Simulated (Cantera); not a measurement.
A closed system holds: 1 mol Si, a varied amount of NF₃, held at 475 K and 0.130 bar.

These are equilibrium values from Cantera (NASA tables, ideal gas, pure condensed phases), not measurements of a reactor. Candidate condensed phases: Si, Si₃N₄; 16 gas species. The numbers say what is thermodynamically allowed, not how fast it happens.

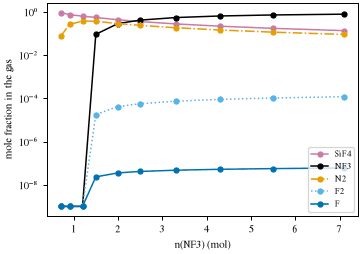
Figure. Equilibrium gas composition (values under 1e-9 drawn at 1e-9)

### Question
Read off the mole fractions at 1.5 mol NF₃.

### Answer
SiF₄ about 0.55, N₂ about 0.36, NF₃ about 0.091, F₂ about 1.8e-5, F about 2.3e-8.
